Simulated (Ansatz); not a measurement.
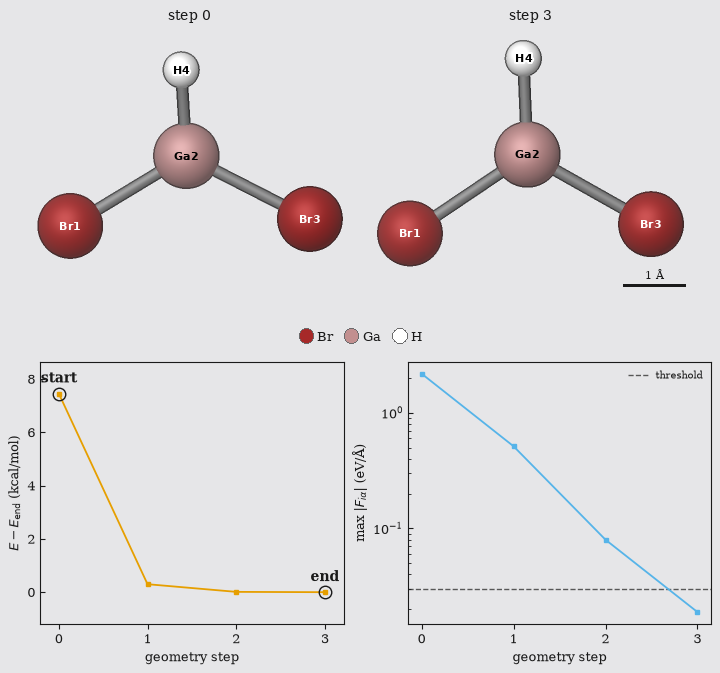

First and last geometry of a relaxation of GaHBr₂ (coarse preliminary run), with the history of the run. Style: ball-and-stick. Shown face on.

The start comes from a force field.

The calculation used Ansatz 0.2.0, RKS PBE-D4/def2-SVP.

The input:
```yaml
crystal:
  periodic: [false, false, false]
  atoms:
    - {symbol: Br, position_ang: [-2.005800, 0.154100, -0.594400]}
    - {symbol: Ga, position_ang: [0.137400, 0.098700, -0.139100]}
    - {symbol: Br, position_ang: [1.077900, -1.650500, 0.906300]}
    - {symbol: H, position_ang: [0.846000, 1.337300, -0.193100]}
basis:
  gaussian: {orbitals: def2-SVP}
hamiltonian: {xc: pbe, dispersion: d4}
relax: {f_tol: 0.03, max_steps: 200}
```

**Did the run converge, and what did it change?**

It converged. The atom that moves furthest after the best rigid fit is H4 (0.19 Å). Largest moves by element: H 0.19 Å, Br 0.13 Å, Ga 0.12 Å. Among the contacts that change: Ga2–H4 1.428 → 1.562 Å, Br1–Ga2 2.192 → 2.295 Å, Ga2–Br3 2.244 → 2.295 Å. Among the angles between lasting bonds that change: Br1–Ga2–Br3 121.8° → 116.4°, Br1–Ga2–H4 117.1° → 121.8°, Br3–Ga2–H4 119.1° → 121.8°. The energy falls by 7.46 kcal/mol in 3 geometry steps. The largest force component goes from 2.2 to 0.019 eV/Å. The run took about 14 core-seconds on a shared host.
